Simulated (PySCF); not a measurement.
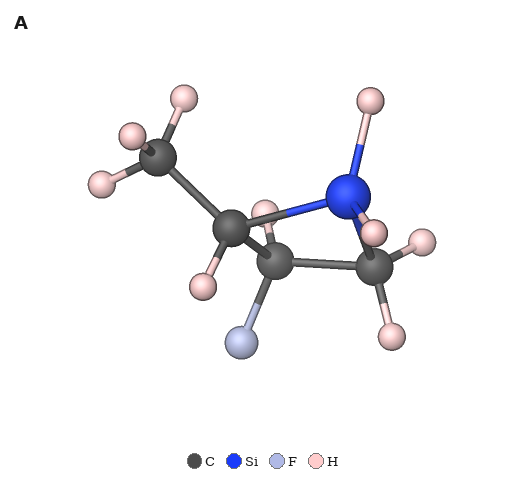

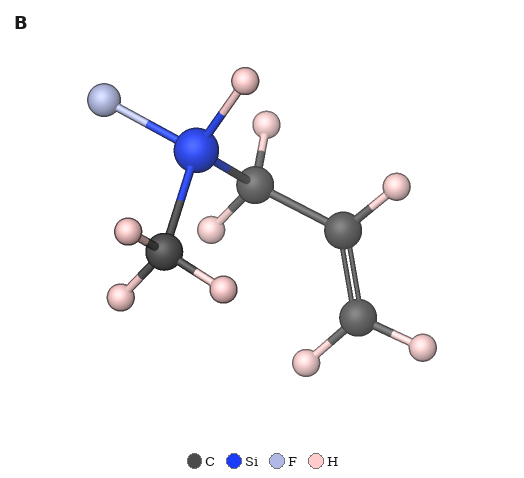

2 stationary structures of one formula. Geometries: GFN2-xTB. Electronic energies: PBE0/pcSseg-1 (PySCF 2.14.0), without zero-point energy. No frequency run is at hand to confirm each as a minimum. Each is one conformer, not always the lowest.

How are they related?

They are constitutional isomers of C4H9FSi: A `C[C@@H]1[SiH2]C[C@H]1F`, B `C=CC[Si@H](C)F`.

Which structure is the most stable?

B is lowest; A lies 192.0 kJ/mol above it.

The geometry is semi-empirical. Around Si such bond lengths and angles can be off by a tenth of an ångström or more and by several degrees, and values that hang on the shape move with them.
